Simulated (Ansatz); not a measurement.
Nudged elastic band of C$_{3}$H$_{7}$GeN (part 1 of 2)

C$_{3}$H$_{7}$GeN, computed with RKS PBE0-D4/def2-SVP (Ansatz 0.2.0).

It belongs to a series of runs on one base structure; here: band between the two ends. Figures and captions count atoms from 1; the log counts them from 0 in places.

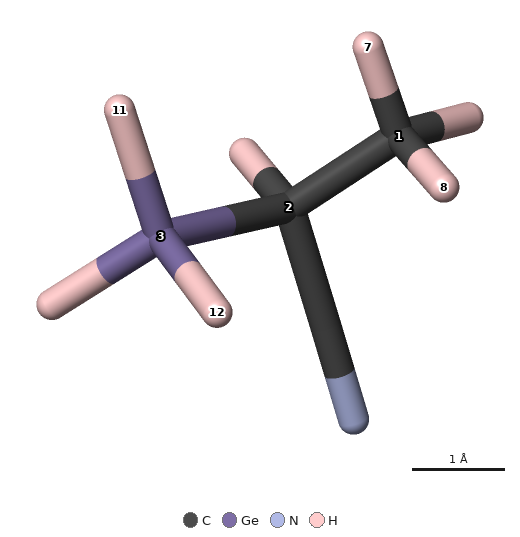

Fig. 1: The structure as given in the input (stick view, seen at a tilt; atoms are numbered from 1 in the order of the input). Sticks mark near contacts.

### Summary

| quantity | value |
| --- | --- |
| outcome | converged |
| barrier, forward | 4.040 eV |
| barrier, backward | 4.040 eV |
| hardware | 2 threads of Arm Neoverse V1, 24 GiB of memory available, shared host |
| wall time | 14 min (CPU time 27 min) |
| peak memory | 0.32 GiB |

### Notes

The order of the saddle point was not checked.

### The input
```yaml
crystal:
  periodic: [false, false, false]
  atoms:
    - { symbol: C, position_ang: [-1.255411, -0.378931, 0.683728] }
    - { symbol: C, position_ang: [-0.338925, 0.096064, -0.448035] }
    - { symbol: Ge, position_ang: [1.558249, -0.418873, -0.133407] }
    - { symbol: C, position_ang: [-0.404172, 1.531867, -0.652886] }
    - { symbol: "N", position_ang: [-0.432339, 2.682373, -0.791442] }
    - { symbol: H, position_ang: [-2.304683, -0.116014, 0.482289] }
    - { symbol: H, position_ang: [-1.192492, -1.471541, 0.793878] }
    - { symbol: H, position_ang: [-0.972835, 0.07768, 1.643918] }
    - { symbol: H, position_ang: [-0.627343, -0.387468, -1.397099] }
    - { symbol: H, position_ang: [2.418379, 0.044776, -1.317347] }
    - { symbol: H, position_ang: [1.599946, -1.952085, -0.003366] }
    - { symbol: H, position_ang: [2.028527, 0.236952, 1.173769] }
basis:
  gaussian: { orbitals: def2-SVP }
hamiltonian:
  xc: pbe0
  dispersion: d4
neb:
  order_check: false
  images: 9
  f_tol: 0.05
  max_iterations: 60
  final_atoms:
    - { symbol: C, position_ang: [-1.23279026, -0.31375261, 0.75292203] }
    - { symbol: C, position_ang: [-0.19158317, 0.53780177, 0.02009703] }
    - { symbol: Ge, position_ang: [1.56938407, -0.38504832, -0.09683875] }
    - { symbol: C, position_ang: [-0.61522489, 0.90825857, -1.31809665] }
    - { symbol: "N", position_ang: [-0.93992736, 1.17311033, -2.39891178] }
    - { symbol: H, position_ang: [-2.18890662, 0.22259304, 0.84871397] }
    - { symbol: H, position_ang: [-1.42690271, -1.2544384, 0.21651513] }
    - { symbol: H, position_ang: [-0.88000193, -0.56427856, 1.7642981] }
    - { symbol: H, position_ang: [-0.00403255, 1.47061165, 0.57899612] }
    - { symbol: H, position_ang: [2.57566845, 0.51891219, -0.82300336] }
    - { symbol: H, position_ang: [1.37521563, -1.70746306, -0.85491212] }
    - { symbol: H, position_ang: [2.03600234, -0.66150661, 1.34422029] }
  initial_path:
    images:
      - { positions_ang: [[-1.255411, -0.378931, 0.683728], [-0.338925, 0.096064, -0.448035], [1.558249, -0.418873, -0.133407], [-0.404172, 1.531867, -0.652886], [-0.432339, 2.682373, -0.791442], [-2.304683, -0.116014, 0.482289], [-1.192492, -1.471541, 0.793878], [-0.972835, 0.07768, 1.643918], [-0.627343, -0.387468, -1.397099], [2.418379, 0.044776, -1.317347], [1.599946, -1.952085, -0.003366], [2.028527, 0.236952, 1.173769]] }
      - { positions_ang: [[-1.25118854, -0.39894402, 0.70245396], [-0.36045254, 0.06746492, -0.44783153], [1.52523446, -0.43728189, -0.13907928], [-0.41755335, 1.50735202, -0.66301991], [-0.47074211, 2.65138785, -0.81515889], [-2.31410087, -0.12613176, 0.50295959], [-1.19067743, -1.48273437, 0.82319757], [-0.9572014, 0.08480576, 1.64835993], [-0.478713, -0.20655797, -1.43001996], [2.38747674, 0.01286193, -1.32825467], [1.58666653, -1.96891097, 0.01986716], [2.01815251, 0.24148851, 1.16052603]] }
      - { positions_ang: [[-1.24696609, -0.41895705, 0.72117991], [-0.38198008, 0.03886584, -0.44762806], [1.49221991, -0.45569079, -0.14475156], [-0.43093469, 1.48283703, -0.67315383], [-0.50914521, 2.62040269, -0.83887578], [-2.32351874, -0.13624952, 0.52363018], [-1.18886285, -1.49392773, 0.85251714], [-0.94156779, 0.09193152, 1.65280186], [-0.33008301, -0.02564795, -1.46294092], [2.35657448, -0.01905213, -1.33916233], [1.57338706, -1.98573694, 0.04310032], [2.00777801, 0.24602502, 1.14728306]] }
      - { positions_ang: [[-1.24274363, -0.43897007, 0.73990587], [-0.40350763, 0.01026676, -0.44742459], [1.45920537, -0.47409968, -0.15042383], [-0.44431604, 1.45832205, -0.68328774], [-0.54754832, 2.58941754, -0.86259267], [-2.33293661, -0.14636728, 0.54430077], [-1.18704828, -1.5051211, 0.88183671], [-0.92593419, 0.09905728, 1.65724378], [-0.18145301, 0.15526208, -1.49586188], [2.32567221, -0.0509662, -1.35007], [1.56010759, -2.00256291, 0.06633349], [1.99740352, 0.25056153, 1.1340401]] }
      - { positions_ang: [[-1.23852117, -0.45898309, 0.75863183], [-0.42503517, -0.01833232, -0.44722113], [1.42619083, -0.49250858, -0.15609611], [-0.45769738, 1.43380706, -0.69342166], [-0.58595142, 2.55843238, -0.88630956], [-2.34235448, -0.15648504, 0.56497136], [-1.18523371, -1.51631447, 0.91115628], [-0.91030058, 0.10618305, 1.66168571], [-0.03282301, 0.33617211, -1.52878284], [2.29476995, -0.08288027, -1.36097767], [1.54682812, -2.01938888, 0.08956665], [1.98702903, 0.25509804, 1.12079713]] }
      - { positions_ang: [[-1.23429871, -0.47899612, 0.77735778], [-0.44656271, -0.0469314, -0.44701766], [1.39317628, -0.51091747, -0.16176839], [-0.47107873, 1.40929208, -0.70355557], [-0.62435453, 2.52744723, -0.91002645], [-2.35177235, -0.1666028, 0.58564196], [-1.18341913, -1.52750783, 0.94047585], [-0.89466698, 0.11330881, 1.66612764], [0.11580698, 0.51708213, -1.5617038], [2.26386769, -0.11479433, -1.37188533], [1.53354866, -2.03621485, 0.11279981], [1.97665453, 0.25963455, 1.10755416]] }
      - { positions_ang: [[-1.23399702, -0.44594742, 0.77247063], [-0.3955668, 0.07001524, -0.35359472], [1.42841784, -0.48574364, -0.14878246], [-0.49990796, 1.30908538, -0.82646379], [-0.68746909, 2.25657985, -1.20780352], [-2.31919921, -0.08876363, 0.63825636], [-1.23211585, -1.47289395, 0.79568371], [-0.89173397, -0.02220867, 1.68576173], [0.09183908, 0.70778804, -1.13356381], [2.32622784, 0.01194697, -1.26210894], [1.50188205, -1.97046449, -0.08074257], [1.98852409, 0.07540632, 1.15488739]] }
      - { positions_ang: [[-1.23369533, -0.41289871, 0.76758348], [-0.34457089, 0.18696187, -0.26017178], [1.4636594, -0.46056981, -0.13579653], [-0.52873719, 1.20887868, -0.949372], [-0.75058366, 1.98571247, -1.50558058], [-2.28662606, -0.01092446, 0.69087076], [-1.28081256, -1.41828006, 0.65089156], [-0.88880096, -0.15772614, 1.70539583], [0.06787117, 0.89849394, -0.70542383], [2.38858799, 0.13868828, -1.15233254], [1.47021545, -1.90471413, -0.27428496], [2.00039366, -0.10882191, 1.20222061]] }
      - { positions_ang: [[-1.23339364, -0.37985001, 0.76269633], [-0.29357499, 0.3039085, -0.16674885], [1.49890095, -0.43539598, -0.12281061], [-0.55756642, 1.10867198, -1.07228022], [-0.81369823, 1.71484509, -1.80335765], [-2.25405291, 0.0669147, 0.74348516], [-1.32950928, -1.36366617, 0.50609942], [-0.88586795, -0.29324361, 1.72502992], [0.04390326, 1.08919985, -0.27728385], [2.45094814, 0.26542958, -1.04255615], [1.43854884, -1.83896378, -0.46782735], [2.01226322, -0.29305014, 1.24955384]] }
      - { positions_ang: [[-1.23309195, -0.34680131, 0.75780918], [-0.24257908, 0.42085514, -0.07332591], [1.53414251, -0.41022215, -0.10982468], [-0.58639566, 1.00846527, -1.19518843], [-0.87681279, 1.44397771, -2.10113472], [-2.22147977, 0.14475387, 0.79609957], [-1.37820599, -1.30905229, 0.36130727], [-0.88293494, -0.42876109, 1.74466401], [0.01993536, 1.27990575, 0.15085614], [2.5133083, 0.39217089, -0.93277975], [1.40688224, -1.77321342, -0.66136973], [2.02413278, -0.47727837, 1.29688706]] }
      - { positions_ang: [[-1.23279026, -0.31375261, 0.75292203], [-0.19158317, 0.53780177, 0.02009703], [1.56938407, -0.38504832, -0.09683875], [-0.61522489, 0.90825857, -1.31809665], [-0.93992736, 1.17311033, -2.39891178], [-2.18890662, 0.22259304, 0.84871397], [-1.42690271, -1.2544384, 0.21651513], [-0.88000193, -0.56427856, 1.7642981], [-0.00403255, 1.47061165, 0.57899612], [2.57566845, 0.51891219, -0.82300336], [1.37521563, -1.70746306, -0.85491212], [2.03600234, -0.66150661, 1.34422029]] }
```

Run as:
```bash
ansatz run input.yaml --threads 2 --pin off --max-ram 3072MiB --backend cpu --events-out ev --progress --plain --runs-dir out
```

### What the program printed
```
Engine: ansatz 0.2.0, aarch64-unknown-linux-gnu
Functional definition: PBE0
  parameter a = 0.25
  parameter kappa = 0.804
  parameter beta = 0.06672455060314922
  exchange = (1 - a)*pbe_x(kappa = kappa, mu = beta*pi^2/3) + a*exact_x
  correlation = pbe_c(beta = beta)
1381 factors; integrals over basis functions are off by at most 3.9e-4 eV
mean field evaluation 1: about -61203.5812 eV, gradient 5.0e1 eV
mean field evaluation 2: about -61199.9359 eV, gradient 6.4e1 eV
mean field evaluation 4: about -61209.2325 eV, gradient 3.6e0 eV
mean field evaluation 8: about -61209.2975 eV, gradient 9.0e-2 eV
mean field evaluation 16: about -61209.2975 eV, gradient 2.1e-5 eV
mean field -61209.29750650 eV, -2249.4001942120 hartree, gradient 2.1e-5 eV, S^2 0.000000; 0 other end points of the search recorded, 0 dependent functions left out
the calculation of the forces begins
reference -61209.29753457 eV, -2249.4001952435 hartree; 32, 32 occupied and 91, 91 virtual orbitals, 1381 factors
1381 factors; integrals over basis functions are off by at most 5.9e-4 eV
mean field evaluation 32: about -61209.2975 eV, gradient 2.1e-5 eV
mean field -61209.29745152 eV, -2249.4001921914 hartree, gradient 2.1e-5 eV, S^2 0.000000; 0 other end points of the search recorded, 0 dependent functions left out
[... from here on the field's lines of each further geometry are left out, up to the last ...]
NEB iter   1: max|band force component| = 4.255e1 eV/Å  barrier→ = 18.1932 eV  barrier← = 18.1931 eV  Δτ_max = 0.1976 Å  (298 SCF iters)
NEB iter   2: max|band force component| = 1.541e1 eV/Å  barrier→ = 7.2573 eV  barrier← = 7.2572 eV  Δτ_max = 0.2000 Å  (302 SCF iters)
NEB iter   3: max|band force component| = 8.520e0 eV/Å  barrier→ = 5.1111 eV  barrier← = 5.1110 eV  Δτ_max = 0.1972 Å  (291 SCF iters)
NEB iter   4: max|band force component| = 3.363e0 eV/Å  barrier→ = 4.4603 eV  barrier← = 4.4602 eV  Δτ_max = 0.2000 Å  (281 SCF iters)
NEB iter   5: max|band force component| = 2.208e0 eV/Å  barrier→ = 4.2342 eV  barrier← = 4.2342 eV  Δτ_max = 0.1955 Å  (275 SCF iters)
NEB iter   6: max|band force component| = 2.183e0 eV/Å  barrier→ = 3.8790 eV  barrier← = 3.8790 eV  Δτ_max = 0.1982 Å  (273 SCF iters)
NEB iter   7: max|band force component| = 2.507e0 eV/Å  barrier→ = 3.7751 eV  barrier← = 3.7751 eV  Δτ_max = 0.1017 Å  (270 SCF iters)
NEB iter   8: max|band force component| = 1.472e0 eV/Å  barrier→ = 3.6824 eV  barrier← = 3.6823 eV  Δτ_max = 0.1985 Å  (270 SCF iters)
NEB iter   9: max|band force component| = 1.130e0 eV/Å  barrier→ = 3.6333 eV  barrier← = 3.6332 eV  Δτ_max = 0.2000 Å  (267 SCF iters)
NEB iter  10: max|band force component| = 8.857e-1 eV/Å  barrier→ = 3.6446 eV  barrier← = 3.6445 eV  Δτ_max = 0.1992 Å  (269 SCF iters)
NEB iter  11: max|band force component| = 8.084e-1 eV/Å  barrier→ = 3.6877 eV  barrier← = 3.6876 eV  Δτ_max = 0.2000 Å  (269 SCF iters)
NEB iter  12: max|band force component| = 6.447e-1 eV/Å  barrier→ = 3.9649 eV  barrier← = 3.9648 eV  Δτ_max = 0.1857 Å  (274 SCF iters)
NEB iter  13: max|band force component| = 6.110e-1 eV/Å  barrier→ = 4.0953 eV  barrier← = 4.0952 eV  Δτ_max = 0.1327 Å  (276 SCF iters)
NEB iter  14: max|band force component| = 5.561e-1 eV/Å  barrier→ = 4.1479 eV  barrier← = 4.1478 eV  CI = image 6  Δτ_max = 0.1988 Å  (271 SCF iters)
NEB iter  15: max|band force component| = 4.028e-1 eV/Å  barrier→ = 4.1067 eV  barrier← = 4.1066 eV  CI = image 6  Δτ_max = 0.1219 Å  (269 SCF iters)
NEB iter  16: max|band force component| = 3.674e-1 eV/Å  barrier→ = 4.0822 eV  barrier← = 4.0822 eV  CI = image 6  Δτ_max = 0.1980 Å  (275 SCF iters)
NEB iter  17: max|band force component| = 4.190e-1 eV/Å  barrier→ = 4.0594 eV  barrier← = 4.0593 eV  CI = image 6  Δτ_max = 0.0633 Å  (276 SCF iters)
NEB iter  18: max|band force component| = 5.218e-1 eV/Å  barrier→ = 4.0487 eV  barrier← = 4.0486 eV  CI = image 6  Δτ_max = 0.0319 Å  (283 SCF iters)
NEB iter  19: max|band force component| = 3.565e-1 eV/Å  barrier→ = 4.0440 eV  barrier← = 4.0440 eV  CI = image 6  Δτ_max = 0.0319 Å  (276 SCF iters)
NEB iter  20: max|band force component| = 1.170e-1 eV/Å  barrier→ = 4.0417 eV  barrier← = 4.0416 eV  CI = image 6  Δτ_max = 0.0302 Å  (286 SCF iters)
NEB iter  21: max|band force component| = 5.294e-2 eV/Å  barrier→ = 4.0403 eV  barrier← = 4.0403 eV  CI = image 6  Δτ_max = 0.0176 Å  (270 SCF iters)
the calculation of the forces begins
reference -61209.21274661 eV, -2249.3970793433 hartree; 32, 32 occupied and 91, 91 virtual orbitals, 1381 factors
1381 factors; integrals over basis functions are off by at most 5.6e-4 eV
mean field evaluation 1664: about -61205.2651 eV, gradient 1.5e-2 eV
mean field -61205.26511387 eV, -2249.2520065161 hartree, gradient 1.0e-5 eV, S^2 0.000000; 1 other end points of the search recorded, 0 dependent functions left out
the calculation of the forces begins
reference -61205.26514020 eV, -2249.2520074837 hartree; 32, 32 occupied and 91, 91 virtual orbitals, 1381 factors
NEB iter  22: max|band force component| = 3.802e-2 eV/Å  barrier→ = 4.0397 eV  barrier← = 4.0397 eV  CI = image 6  Δτ_max = 0.0000 Å  (532 SCF iters)
```
